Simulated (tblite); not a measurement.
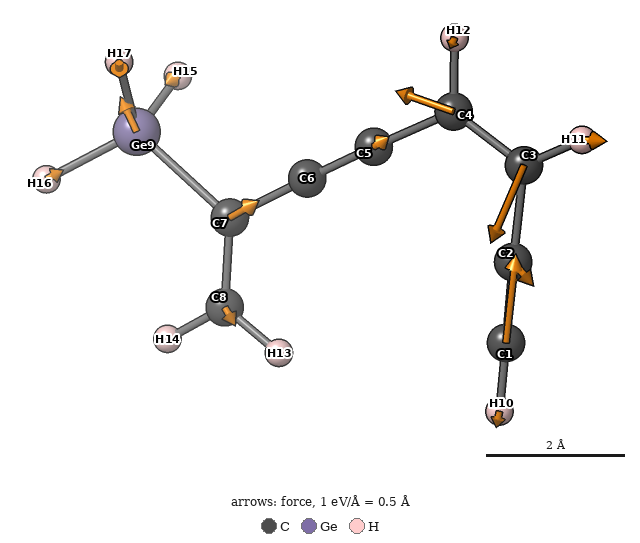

Starting geometry of C₈H₈Ge with the computed forces as orange arrows. The picture is a ball-and-stick view, seen at a tilt.

Theory: tblite 0.8.0, GFN2-xTB geometry optimisation, gas phase. 

> What follows when this structure is relaxed?

It isn't relaxed: the largest force vector, on C1, is 2.74 eV/Å. The final displacements have little in common with the starting forces (cosine between the two patterns 0.14). The energy falls by 0.329 eV in 83 geometry steps. The atom that moves furthest after the best rigid fit is H10 (0.62 Å). Largest moves by element: H 0.62 Å, C 0.43 Å, Ge 0.12 Å. Some distances before and after: Ge9–H17 1.565 → 1.495 Å, Ge9–H15 1.554 → 1.496 Å, C2–C3 1.457 → 1.404 Å, C4–C5 1.450 → 1.400 Å. Among the angles between lasting bonds that change: C2–C3–C4 115.0° → 123.4°, C2–C3–H11 123.0° → 116.1°, C7–Ge9–H15 107.1° → 111.2°. Cost: 0.95 s on 1 thread of Arm Neoverse N1 (shared host).
